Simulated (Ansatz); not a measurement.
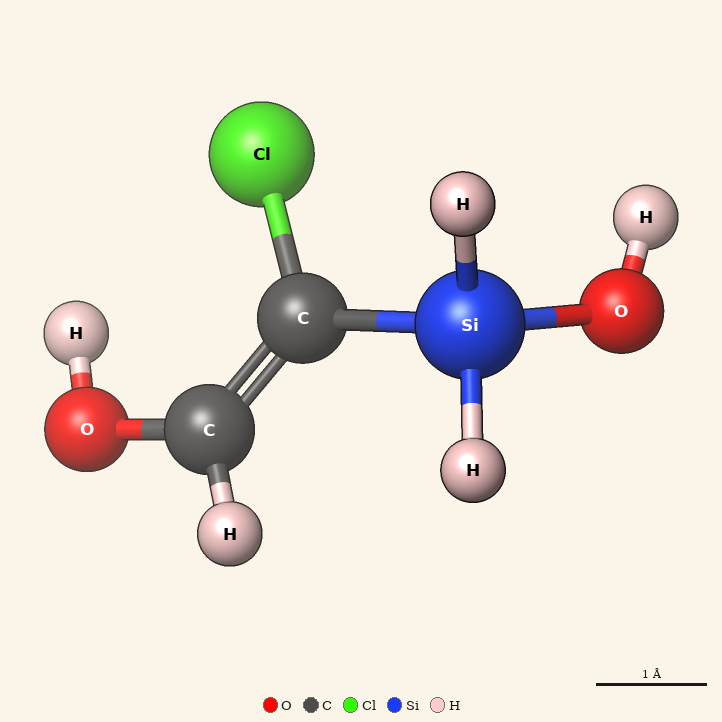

Depth is shown by fading: the farther an atom, the more it takes the colour of the background. The geometry was computed by an optimisation with PBE0-D4/def2-TZVP. No frequency run is at hand to confirm it as a minimum. Masses are those of the most abundant isotopes; constants are for the rigid equilibrium geometry.

Q: Classify the rotor and give the rotational constants (MHz).

A: An asymmetric top (C1): A = 3506, B = 1452, C = 1122 MHz. Ray's parameter κ is −0.72, nearer the prolate limit.
